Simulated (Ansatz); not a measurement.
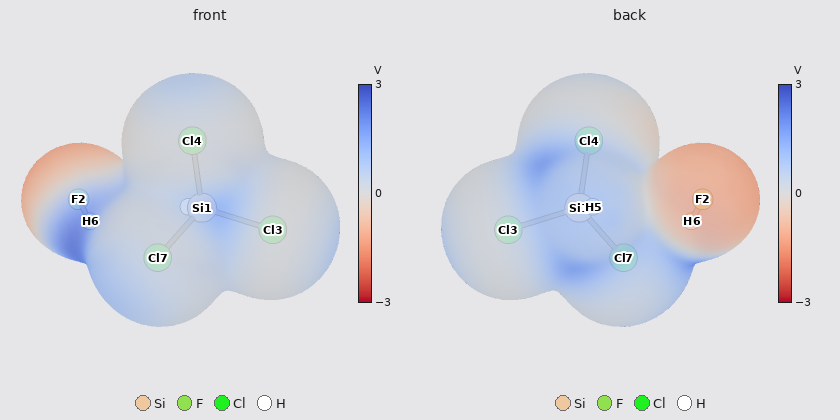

*Cl3HSi···HF. The molecular electrostatic potential painted on the density surface at 0.002 e/bohr³, seen from the front and from behind; the colour scale runs from red (negative) to blue (positive).*

The product side of a reaction path; geometry: PBE0-D4/def2-TZVP.

These are results of Ansatz 0.2.0, RKS PBE0-D4/def2-TZVPP, not measurements.

Input

```
crystal:
  periodic: [false, false, false]
  atoms:
    - {symbol: Si, position_ang: [-0.718115, 0.386376, -0.383589]}
    - {symbol: F, position_ang: [1.533958, -1.455122, 1.452608]}
    - {symbol: Cl, position_ang: [-1.957991, 1.103095, -1.817020]}
    - {symbol: Cl, position_ang: [-0.702380, 1.634129, 1.207644]}
    - {symbol: H, position_ang: [-1.131323, -0.962431, 0.017577]}
    - {symbol: H, position_ang: [1.799848, -0.997191, 0.692966]}
    - {symbol: Cl, position_ang: [1.176002, 0.291145, -1.170286]}
basis:
  gaussian: {orbitals: def2-TZVPP}
hamiltonian: {xc: pbe0, dispersion: d4}
output: {orbitals: {seedname: orbitals}}
```

Run with:

```sh
ansatz run in.yaml --threads 4 --pin off --events-out ev --progress --plain --max-ram 9574MiB
```

Question: Describe the electrostatic potential map.

Answer: The most negative region (about −1.1 V, or −25 kcal/mol for a unit charge) lies over F2, the most positive (about +2.1 V, or +48 kcal/mol for a unit charge) over H6. Cl3 shows a σ-hole: about +0.6 V, or +14 kcal/mol for a unit charge at the tip opposite its bond, against about +0.1 V on its flanks. Cl4 shows a σ-hole: about +0.6 V, or +14 kcal/mol for a unit charge at the tip opposite its bond, against about 0.0 V on its flanks.
